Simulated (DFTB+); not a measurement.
# Run report: C3H5P, frequency calculation (part 1 of 4)

System: C3H5P, SMILES C=CC=P.
Method: DFTB2, R-SCC (DFTB+ 25.1).

The geometry was optimised with DFTB2.

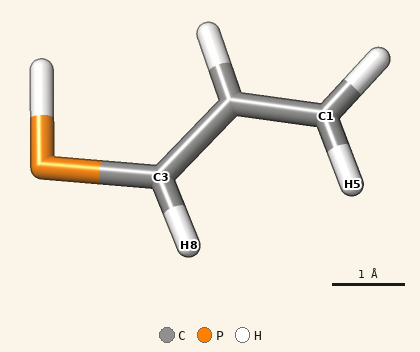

**Figure 1.** The input geometry (stick view, seen at a tilt; atoms are numbered from 1 in the order of the input).

**Input file (dftb_in.hsd)**
```
Geometry = GenFormat {
  <<< "start.gen"
}

Driver = SecondDerivatives {
  Delta = 0.001
}

Hamiltonian = DFTB {
  SCC = Yes
  SlaterKosterFiles = Type2FileNames {
    Prefix = "slakos/"
    Separator = ""
    Suffix = ".spl"
    LowerCaseTypeName = Yes
  }
  MaxAngularMomentum {
    C = "p"
    P = "d"
    H = "s"
  }
  SCCTolerance = 1e-09
  Filling = Fermi {
    Temperature [K] = 300
  }
}

Options {
  WriteResultsTag = Yes
}

ParserOptions {
  ParserVersion = 14
}
```

**File start.gen**
```
9 C
C P H
   1  1      1.440020      0.613198     -0.186765
   2  1      0.121187      0.422083      0.011247
   3  1     -0.486876     -0.889289      0.014062
   4  2     -2.133049     -1.221035      0.253746
   5  3      2.118320     -0.228432     -0.356613
   6  3      1.876338      1.615462     -0.184401
   7  3     -0.536425      1.290014      0.179608
   8  3      0.210975     -1.724418     -0.157988
   9  3     -2.611072      0.122092      0.427118
```

**File modes_in.hsd**
```
Geometry = GenFormat {
  <<< "start.gen"
}
Hessian = {
  <<< "hessian.out"
}
RemoveTranslation = Yes
RemoveRotation = Yes
InputVersion = 3
```

Hardware: 1 thread of Intel Xeon @ 2.50GHz (Skylake/Cascade Lake), 12 GiB of memory available, shared host.

Launch command:
```bash
dftb+ > run.log && modes > modes.log
```

**Output**
```
|  DFTB+ development version (commit: a23bfb2)

Reading input file 'dftb_in.hsd'
Parser version: 14

--------------------------------------------------------------------------------
Reading SK-files:
./slakos/cc.spl
./slakos/cp.spl
./slakos/ch.spl
./slakos/pp.spl
./slakos/ph.spl
./slakos/hh.spl
Done.

Processed input in HSD format written to 'dftb_pin.hsd'

Starting initialization...
--------------------------------------------------------------------------------
OpenMP threads:              1
Chosen random seed:          269518560
Current stacksize:           unlimited
Mode:                        2nd derivatives calculation
Mode:                        Calculated for atoms:
           1           2           3           4           5           6           7           8           9
Self consistent charges:     Yes
SCC-tolerance:                 0.100000E-08
Max. scc iterations:                    100
Shell resolved Hubbard:      No
Spin polarisation:           No
Nr. of up electrons:            11.000000
Nr. of down electrons:          11.000000
Periodic boundaries:         No
Electronic solver:           Relatively robust
Mixer:                       Broyden mixer
Mixing parameter:                  0.200000
Nr. of chrg. vec. in memory:            100
Max. SCC-cycles:                        100
Electronic temperature:              0.950045E-03 H      0.258520E-01 eV
Initial charges:             Set automatically (system chrg:   0.000E+00)
Included shells:             C:  s, p
                             P:  s, p, d
                             H:  s
Extra options:
                             Mulliken analysis
Force type                   original

--------------------------------------------------------------------------------

***  Geometry step: 0

 iSCC Total electronic   Diff electronic      SCC error
    1   -0.89446174E+01    0.00000000E+00    0.23165095E+00
    2   -0.89456205E+01   -0.89446174E+01    0.16990054E+00
    3   -0.89463999E+01   -0.10031698E-02    0.28794879E-01
    4   -0.89464379E+01   -0.77938323E-03    0.95064500E-02
    5   -0.89464422E+01   -0.37949532E-04    0.12580896E-02
    6   -0.89464424E+01   -0.43456303E-05    0.53255893E-03
    7   -0.89464424E+01   -0.15727637E-06    0.16201986E-03
    8   -0.89464424E+01   -0.60950674E-07    0.15090368E-04
    9   -0.89464424E+01   -0.18109336E-08    0.15368745E-05
   10   -0.89464424E+01   -0.32631675E-10    0.56548578E-06
   11   -0.89464424E+01   -0.46185278E-12    0.19584158E-08
   12   -0.89464424E+01   -0.17763568E-13    0.10012370E-08
   13   -0.89464424E+01    0.35527137E-14    0.10995649E-11

Total Energy:                       -8.7737780553 H         -238.7466 eV
Extrapolated to 0K:                 -8.7737780553 H         -238.7466 eV
Total Mermin free energy:           -8.7737780553 H         -238.7466 eV
Force related energy:               -8.7737780553 H         -238.7466 eV

--------------------------------------------------------------------------------

***  Geometry step: 1

 iSCC Total electronic   Diff electronic      SCC error
    1   -0.89461146E+01    0.00000000E+00    0.37627813E-03
    2   -0.89461146E+01    0.32786515E-03    0.28287065E-03
    3   -0.89461146E+01   -0.53203326E-08    0.12028863E-03
    4   -0.89461146E+01   -0.24544420E-08    0.38298929E-04
    5   -0.89461146E+01   -0.20759039E-09    0.32783405E-05
    6   -0.89461146E+01   -0.44357407E-10    0.50233461E-06
    7   -0.89461146E+01   -0.22115643E-11    0.99432832E-07
    8   -0.89461146E+01   -0.33750780E-13    0.45428594E-07
    9   -0.89461146E+01    0.17763568E-14    0.15061855E-08
   10   -0.89461146E+01    0.00000000E+00    0.14047874E-10

Total Energy:                       -8.7737780584 H         -238.7466 eV
Extrapolated to 0K:                 -8.7737780584 H         -238.7466 eV
Total Mermin free energy:           -8.7737780584 H         -238.7466 eV
Force related energy:               -8.7737780584 H         -238.7466 eV

--------------------------------------------------------------------------------

***  Geometry step: 2

 iSCC Total electronic   Diff electronic      SCC error
    1   -0.89463014E+01    0.00000000E+00    0.31750739E-03
    2   -0.89463014E+01   -0.18686041E-03    0.22777093E-03
    3   -0.89463014E+01   -0.43574335E-08    0.96519383E-04
    4   -0.89463014E+01   -0.15619133E-08    0.26840024E-04
    5   -0.89463014E+01   -0.27172753E-09    0.31774177E-05
    6   -0.89463014E+01   -0.15518253E-10    0.37818490E-06
    7   -0.89463014E+01   -0.10782486E-11    0.10083015E-06
    8   -0.89463014E+01   -0.10658141E-13    0.30338432E-07
    9   -0.89463014E+01    0.00000000E+00    0.27854605E-08
   10   -0.89463014E+01   -0.35527137E-14    0.73825723E-10

Total Energy:                       -8.7737781899 H         -238.7467 eV
Extrapolated to 0K:                 -8.7737781899 H         -238.7467 eV
Total Mermin free energy:           -8.7737781899 H         -238.7467 eV
Force related energy:               -8.7737781899 H         -238.7467 eV

--------------------------------------------------------------------------------

***  Geometry step: 3

 iSCC Total electronic   Diff electronic      SCC error
    1   -0.89462553E+01    0.00000000E+00    0.42068773E-03
    2   -0.89462553E+01    0.46164047E-04    0.30076163E-03
    3   -0.89462553E+01   -0.73114599E-08    0.10627036E-03
    4   -0.89462553E+01   -0.38576022E-08    0.13599384E-04
    5   -0.89462553E+01   -0.64100192E-09    0.34164113E-05
    6   -0.89462553E+01   -0.61426420E-11    0.18981807E-06
    7   -0.89462553E+01   -0.61639582E-12    0.80868143E-07
    8   -0.89462553E+01   -0.12434498E-13    0.82740397E-08
    9   -0.89462553E+01    0.17763568E-14    0.61323746E-09

Total Energy:                       -8.7737781934 H         -238.7467 eV
Extrapolated to 0K:                 -8.7737781934 H         -238.7467 eV
Total Mermin free energy:           -8.7737781934 H         -238.7467 eV
Force related energy:               -8.7737781934 H         -238.7467 eV

--------------------------------------------------------------------------------

***  Geometry step: 4

 iSCC Total electronic   Diff electronic      SCC error
    1   -0.89462537E+01    0.00000000E+00    0.20839306E-03
    2   -0.89462537E+01    0.16229889E-05    0.15020045E-03
    3   -0.89462537E+01   -0.19307471E-08    0.48212899E-04
    4   -0.89462537E+01   -0.11468870E-08    0.58354913E-05
    5   -0.89462537E+01   -0.15642776E-09    0.14641831E-05
    6   -0.89462537E+01   -0.17568169E-11    0.20721736E-06
    7   -0.89462537E+01   -0.11191048E-12    0.24124862E-07
    8   -0.89462537E+01   -0.88817842E-14    0.58631330E-08
    9   -0.89462537E+01    0.53290705E-14    0.18155366E-09

Total Energy:                       -8.7737784532 H         -238.7467 eV
Extrapolated to 0K:                 -8.7737784532 H         -238.7467 eV
Total Mermin free energy:           -8.7737784532 H         -238.7467 eV
Force related energy:               -8.7737784532 H         -238.7467 eV

--------------------------------------------------------------------------------

***  Geometry step: 5

 iSCC Total electronic   Diff electronic      SCC error
    1   -0.89463030E+01    0.00000000E+00    0.74287202E-04
    2   -0.89463030E+01   -0.49311910E-04    0.53759192E-04
    3   -0.89463030E+01   -0.12067503E-09    0.13630262E-04
    4   -0.89463030E+01   -0.86014751E-10    0.33505294E-05
    5   -0.89463030E+01   -0.50928151E-11    0.48012569E-06
    6   -0.89463030E+01   -0.50981441E-12    0.11552974E-06
    7   -0.89463030E+01   -0.44408921E-13    0.11091944E-07
    8   -0.89463030E+01    0.17763568E-14    0.50512685E-08
    9   -0.89463030E+01    0.17763568E-14    0.94772834E-09

Total Energy:                       -8.7737784539 H         -238.7467 eV
Extrapolated to 0K:                 -8.7737784539 H         -238.7467 eV
Total Mermin free energy:           -8.7737784539 H         -238.7467 eV
Force related energy:               -8.7737784539 H         -238.7467 eV

--------------------------------------------------------------------------------

***  Geometry step: 6

 iSCC Total electronic   Diff electronic      SCC error
    1   -0.89461276E+01    0.00000000E+00    0.16217574E-03
    2   -0.89461276E+01    0.17541276E-03    0.10798677E-03
    3   -0.89461276E+01   -0.11084875E-08    0.39213990E-04
    4   -0.89461276E+01   -0.56686567E-09    0.43103002E-05
    5   -0.89461276E+01   -0.46721738E-10    0.17113083E-05
    6   -0.89461276E+01   -0.15472068E-11    0.11353207E-06
    7   -0.89461276E+01   -0.18651747E-12    0.33776169E-07
    8   -0.89461276E+01   -0.17763568E-14    0.12276304E-07
    9   -0.89461276E+01   -0.17763568E-14    0.76366091E-09

Total Energy:                       -8.7737780593 H         -238.7466 eV
Extrapolated to 0K:                 -8.7737780593 H         -238.7466 eV
Total Mermin free energy:           -8.7737780593 H         -238.7466 eV
Force related energy:               -8.7737780593 H         -238.7466 eV

--------------------------------------------------------------------------------

***  Geometry step: 7

 iSCC Total electronic   Diff electronic      SCC error
    1   -0.89464294E+01    0.00000000E+00    0.28140615E-03
    2   -0.89464294E+01   -0.30188009E-03    0.20696568E-03
    3   -0.89464295E+01   -0.48578013E-08    0.84343280E-04
    4   -0.89464295E+01   -0.22344526E-08    0.12239936E-04
    5   -0.89464295E+01   -0.16396307E-09    0.29231265E-05
    6   -0.89464295E+01   -0.81463725E-11    0.29632755E-06
    7   -0.89464295E+01   -0.71409545E-12    0.92442239E-07
    8   -0.89464295E+01   -0.12434498E-13    0.36301246E-07
    9   -0.89464295E+01    0.00000000E+00    0.24249929E-08
   10   -0.89464295E+01    0.17763568E-14    0.10476420E-09

Total Energy:                       -8.7737780585 H         -238.7466 eV
Extrapolated to 0K:                 -8.7737780585 H         -238.7466 eV
Total Mermin free energy:           -8.7737780585 H         -238.7466 eV
Force related energy:               -8.7737780585 H         -238.7466 eV

--------------------------------------------------------------------------------

***  Geometry step: 8

 iSCC Total electronic   Diff electronic      SCC error
    1   -0.89462922E+01    0.00000000E+00    0.25866910E-03
    2   -0.89462922E+01    0.13729677E-03    0.13026147E-03
    3   -0.89462922E+01   -0.33935432E-08    0.21321408E-04
    4   -0.89462922E+01   -0.10962093E-08    0.97978406E-05
    5   -0.89462922E+01   -0.27331026E-10    0.27703549E-05
    6   -0.89462922E+01   -0.70325967E-11    0.14785044E-06
    7   -0.89462922E+01   -0.20072832E-12    0.34632266E-07
    8   -0.89462922E+01   -0.35527137E-14    0.11258682E-07
    9   -0.89462922E+01    0.00000000E+00    0.59047245E-09

Total Energy:                       -8.7737781696 H         -238.7467 eV
Extrapolated to 0K:                 -8.7737781696 H         -238.7467 eV
Total Mermin free energy:           -8.7737781696 H         -238.7467 eV
Force related energy:               -8.7737781696 H         -238.7467 eV

--------------------------------------------------------------------------------

***  Geometry step: 9

 iSCC Total electronic   Diff electronic      SCC error
    1   -0.89462646E+01    0.00000000E+00    0.40026513E-03
    2   -0.89462646E+01    0.27516726E-04    0.28924081E-03
    3   -0.89462647E+01   -0.54366591E-08    0.87350020E-04
    4   -0.89462647E+01   -0.27791085E-08    0.16922222E-04
    5   -0.89462647E+01   -0.25152680E-09    0.55310680E-05
    6   -0.89462647E+01   -0.37420733E-10    0.45419807E-06
    7   -0.89462647E+01   -0.17532642E-11    0.79070951E-07
    8   -0.89462647E+01   -0.35527137E-13    0.24502046E-07
    9   -0.89462647E+01    0.17763568E-14    0.28890930E-08
   10   -0.89462647E+01    0.35527137E-14    0.49314663E-10

Total Energy:                       -8.7737781776 H         -238.7467 eV
Extrapolated to 0K:                 -8.7737781776 H         -238.7467 eV
Total Mermin free energy:           -8.7737781776 H         -238.7467 eV
Force related energy:               -8.7737781776 H         -238.7467 eV

--------------------------------------------------------------------------------

***  Geometry step: 10

 iSCC Total electronic   Diff electronic      SCC error
    1   -0.89463035E+01    0.00000000E+00    0.23718001E-03
    2   -0.89463036E+01   -0.38897181E-04    0.17166179E-03
    3   -0.89463036E+01   -0.14539889E-08    0.42856084E-04
    4   -0.89463036E+01   -0.85795904E-09    0.93747124E-05
    5   -0.89463036E+01   -0.71487705E-10    0.34428843E-05
    6   -0.89463036E+01   -0.10269119E-10    0.25380782E-06
    7   -0.89463036E+01   -0.47073456E-12    0.32198068E-07
    8   -0.89463036E+01   -0.10658141E-13    0.16717084E-07
    9   -0.89463036E+01   -0.17763568E-14    0.16860996E-08
   10   -0.89463036E+01   -0.17763568E-14    0.17913226E-10

Total Energy:                       -8.7737784414 H         -238.7467 eV
Extrapolated to 0K:                 -8.7737784414 H         -238.7467 eV
Total Mermin free energy:           -8.7737784414 H         -238.7467 eV
Force related energy:               -8.7737784414 H         -238.7467 eV

--------------------------------------------------------------------------------

***  Geometry step: 11

 iSCC Total electronic   Diff electronic      SCC error
    1   -0.89462531E+01    0.00000000E+00    0.74116368E-04
    2   -0.89462531E+01    0.50489057E-04    0.54142602E-04
    3   -0.89462531E+01   -0.11530865E-09    0.13682333E-04
    4   -0.89462531E+01   -0.82986062E-10    0.13061037E-05
    5   -0.89462531E+01   -0.59259264E-11    0.32776475E-06
    6   -0.89462531E+01   -0.15631940E-12    0.77913793E-07
    7   -0.89462531E+01   -0.53290705E-14    0.12241387E-07
    8   -0.89462531E+01   -0.17763568E-14    0.55176894E-08
    9   -0.89462531E+01   -0.17763568E-14    0.55005889E-09

Total Energy:                       -8.7737784406 H         -238.7467 eV
Extrapolated to 0K:                 -8.7737784406 H         -238.7467 eV
Total Mermin free energy:           -8.7737784406 H         -238.7467 eV
Force related energy:               -8.7737784406 H         -238.7467 eV

--------------------------------------------------------------------------------

***  Geometry step: 12

 iSCC Total electronic   Diff electronic      SCC error
    1   -0.89463025E+01    0.00000000E+00    0.32446057E-03
    2   -0.89463025E+01   -0.49418620E-04    0.10327428E-03
    3   -0.89463025E+01   -0.70333268E-08    0.61821247E-04
    4   -0.89463025E+01   -0.78764906E-09    0.63274950E-05
    5   -0.89463025E+01   -0.12370549E-09    0.57873660E-06
    6   -0.89463025E+01   -0.25952573E-11    0.23353666E-06
    7   -0.89463025E+01   -0.63948846E-13    0.43312218E-07
    8   -0.89463025E+01   -0.53290705E-14    0.60908566E-08
    9   -0.89463025E+01    0.53290705E-14    0.50338889E-09

Total Energy:                       -8.7737782029 H         -238.7467 eV
Extrapolated to 0K:                 -8.7737782029 H         -238.7467 eV
Total Mermin free energy:           -8.7737782029 H         -238.7467 eV
Force related energy:               -8.7737782029 H         -238.7467 eV

--------------------------------------------------------------------------------

***  Geometry step: 13

 iSCC Total electronic   Diff electronic      SCC error
    1   -0.89462544E+01    0.00000000E+00    0.62058689E-03
    2   -0.89462544E+01    0.48133866E-04    0.18759361E-03
    3   -0.89462544E+01   -0.27876679E-07    0.12528847E-03
    4   -0.89462544E+01   -0.28534703E-08    0.91346191E-05
    5   -0.89462544E+01   -0.37292658E-09    0.95043415E-06
    6   -0.89462544E+01   -0.64694916E-11    0.48494583E-06
    7   -0.89462544E+01   -0.65725203E-13    0.19861856E-06
    8   -0.89462544E+01   -0.88817842E-14    0.14804464E-07
    9   -0.89462544E+01   -0.17763568E-14    0.26429359E-09

Total Energy:                       -8.7737782058 H         -238.7467 eV
Extrapolated to 0K:                 -8.7737782058 H         -238.7467 eV
Total Mermin free energy:           -8.7737782058 H         -238.7467 eV
Force related energy:               -8.7737782058 H         -238.7467 eV

--------------------------------------------------------------------------------

***  Geometry step: 14

 iSCC Total electronic   Diff electronic      SCC error
    1   -0.89462519E+01    0.00000000E+00    0.45554269E-03
    2   -0.89462519E+01    0.25107677E-05    0.13293251E-03
    3   -0.89462519E+01   -0.17717872E-07    0.68525957E-04
    4   -0.89462519E+01   -0.18811903E-08    0.57338909E-05
    5   -0.89462519E+01   -0.17026203E-09    0.22488343E-05
    6   -0.89462519E+01   -0.27746694E-11    0.22447148E-06
    7   -0.89462519E+01   -0.18474111E-12    0.60886695E-07
    8   -0.89462519E+01   -0.10658141E-13    0.10921974E-07
    9   -0.89462519E+01    0.00000000E+00    0.52597382E-09

Total Energy:                       -8.7737782037 H         -238.7467 eV
Extrapolated to 0K:                 -8.7737782037 H         -238.7467 eV
Total Mermin free energy:           -8.7737782037 H         -238.7467 eV
Force related energy:               -8.7737782037 H         -238.7467 eV
```
